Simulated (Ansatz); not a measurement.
# BH12NSi4 (SMILES BN([SiH3])[SiH2][SiH2][SiH3]): what the fields show

Input

```
crystal:
  periodic: [false, false, false]
  atoms:
    - {symbol: B, position_ang: [-1.286320, 0.748000, -1.228176]}
    - {symbol: "N", position_ang: [-1.218080, 0.229859, 0.083247]}
    - {symbol: Si, position_ang: [-0.218629, 0.970177, 1.342888]}
    - {symbol: Si, position_ang: [-2.185873, -1.225545, 0.438284]}
    - {symbol: Si, position_ang: [-1.620948, -2.877286, -1.128180]}
    - {symbol: Si, position_ang: [0.646849, -2.517099, -1.610145]}
    - {symbol: H, position_ang: [-0.675399, 1.746169, -1.536687]}
    - {symbol: H, position_ang: [-1.972479, 0.174608, -2.052787]}
    - {symbol: H, position_ang: [0.451038, 2.173433, 0.777957]}
    - {symbol: H, position_ang: [-1.073648, 1.351024, 2.507461]}
    - {symbol: H, position_ang: [0.800367, -0.014080, 1.817119]}
    - {symbol: H, position_ang: [-1.793194, -1.680411, 1.810090]}
    - {symbol: H, position_ang: [-3.640808, -0.885941, 0.460117]}
    - {symbol: H, position_ang: [-1.820059, -4.236567, -0.531980]}
    - {symbol: H, position_ang: [-2.446690, -2.773946, -2.370833]}
    - {symbol: H, position_ang: [1.408630, -2.412796, -0.326415]}
    - {symbol: H, position_ang: [0.803450, -1.233122, -2.360494]}
    - {symbol: H, position_ang: [1.224415, -3.627343, -2.427864]}
basis:
  gaussian:
    orbitals: def2-SVPD
hamiltonian:
  xc: {name: PBE0}
output: {forces: true, orbitals: {seedname: orbitals}}
```

Launched as:

```sh
ansatz run input.yaml --threads 2 --pin off --max-ram 6090MiB --events-out events.jsonl --progress --plain --runs-dir runs
```

Geometry: PBE0-D4/def2-SVP.

Theory: isolated molecule in a Gaussian basis; Kohn-Sham density functional theory, functional PBE0 (Ansatz).

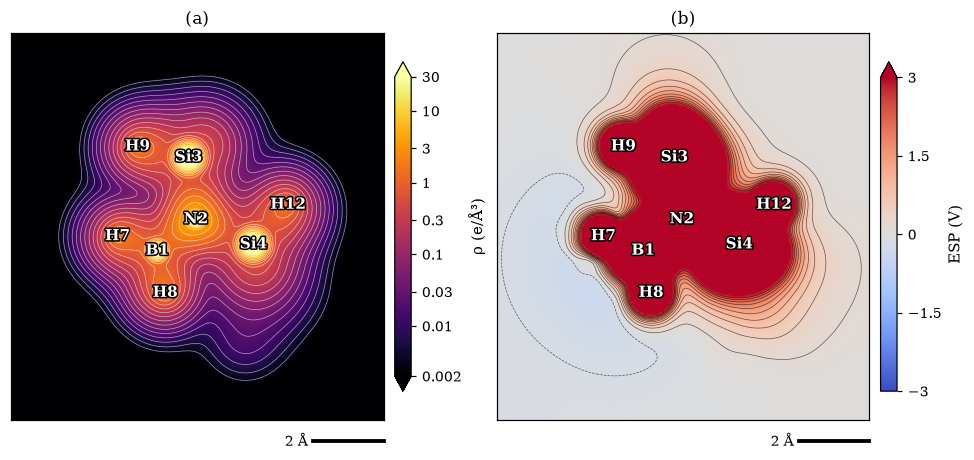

Figure 1. (a) total electron density; (b) molecular electrostatic potential on the plane of atoms H7, B1 and H8.

**What do the fields say about this system?**

- The section cuts through B, N, Si and H sites.
- B–N (1.41 Å): the density is about 1.9 e/Å³ at the midpoint.
- Si–N (1.77 Å): ρ is about 1 e/Å³ halfway.
- B–H (1.21 Å): the density is about 1.2 e/Å³ at the midpoint.
- Si–H (1.49 Å): ρ is about 0.77 e/Å³ halfway.
- Outside the dense part of the molecule the potential is most negative (−0.4 V) near H7.

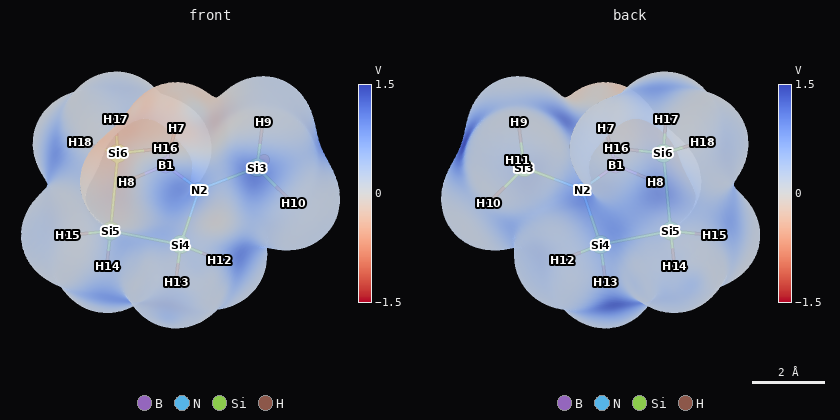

Figure 2. The electrostatic potential painted on the density surface at 0.002 e/bohr³, seen from the front and from behind; the colour scale runs from red (negative) to blue (positive).

**Describe the electrostatic potential map.**

The most negative region (about −0.3 V) lies over H7, the most positive (about +1.3 V) over Si3 and Si4.

**How polar is the molecule by this calculation?**

Its dipole moment is 0.79 D.

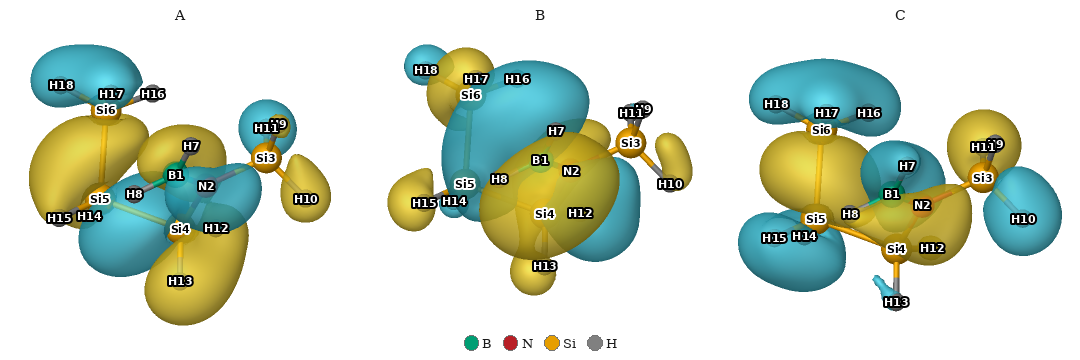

Figure 3. Three frontier orbitals at ±0.05 Å⁻³ᐟ² (yellow and cyan are the two phases), in no order.

**Order the three orbitals by energy and name them.**

C is the HOMO−1 (−8.46 eV). It lies mainly on Si5 (about 25 %), Si6 (about 20 %) and N2 (about 15 %). A is the HOMO (−7.81 eV). By Hirshfeld shares it lies mainly on Si5 (about 30 %), Si4 (about 20 %), N2 (about 10 %), Si6 (about 10 %) and H13 (about 5 %). B is the LUMO (−0.77 eV). It lies mainly on B1 (about 45 %), N2 (about 10 %), Si4 (about 10 %) and H8 (about 5 %).

**What is the HOMO–LUMO gap?**

7.04 eV between the orbital energies.
